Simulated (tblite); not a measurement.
# Al14H14N14: the cost of one run

Computed with tblite 0.8.0 and PySCF 2.14.0 and routines of our own; the level stands in each step. Atoms count from 0.

## Step 1: The system as given

42 atoms, charge 0, multiplicity 1; geometry from: force field, distance geometry or constructed start.

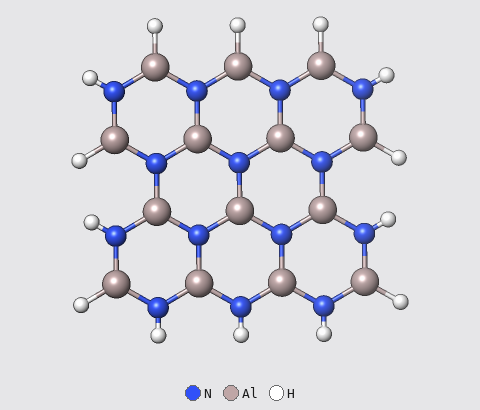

The starting geometry (nitrogen blue, aluminium light grey, hydrogen white); sticks join atoms by distance alone.

## Step 2: Relaxing the molecule with GFN2-xTB

Job settings and geometry (Å):

```
{"job": {"kind": "relax", "xc": "GFN2-xTB", "basis": "xTB"}, "charge": 0, "multiplicity": 1}
N      0.004900     0.886300    -0.001600
Al    -1.562000     1.790700    -0.006900
N     -3.112500     0.885800     0.001000
Al    -3.118400    -0.907500    -0.006200
N     -1.559800    -1.813100     0.003400
Al    -0.003300    -0.912400    -0.002600
N      4.676600     3.589800    -0.003300
Al     3.121100     4.490800     0.001500
N      1.561500     3.586000    -0.000400
Al     1.556000     1.787300     0.001600
N      3.115600     0.886900    -0.002100
Al     4.674000     1.786100    -0.000000
N     -4.679900    -1.811200     0.005000
Al    -4.674300    -3.612500    -0.002700
N     -3.119900    -4.506800     0.000200
Al    -1.560700    -3.611300     0.006300
N      1.559200    -1.810000     0.000900
Al     3.116600    -0.915300    -0.001000
N      4.675900    -1.810100     0.002500
Al     1.561600    -3.611000     0.002700
N      3.115400    -4.508100     0.001500
Al     4.675600    -3.610400    -0.000200
Al     0.003400     4.492700     0.006600
N     -1.563000     3.583800    -0.001500
N      0.000500    -4.509300     0.000900
Al    -3.123800     4.487200     0.002500
N     -4.675800     3.590400    -0.000700
Al    -4.677100     1.788700     0.001200
H      5.577800     4.108500    -0.002000
H      3.118800     6.028500     0.003400
H      6.013800     1.018700    -0.001100
H     -5.579100    -1.290600     0.000200
H     -6.011200    -4.381800    -0.001900
H     -3.115600    -5.553200     0.003700
H      5.578400    -1.290100    -0.003300
H      3.118200    -5.549700    -0.002900
H      6.009400    -4.381800    -0.004100
H      0.000900     6.030600    -0.002600
H      0.001100    -5.555800    -0.000100
H     -3.122500     6.031500     0.001200
H     -5.577300     4.105800     0.003800
H     -6.004300     1.012500     0.003700
```

Run with:

```bash
> OMP_NUM_THREADS=2 python large_run.py task.json out
```

The driver reads the jobs from task.json and runs them one after another.

Q: Estimate the wall time and peak memory of this first job on 2 threads of Arm Neoverse N1, shared host.

About 3.4 s, with a peak of 0.16 GiB.
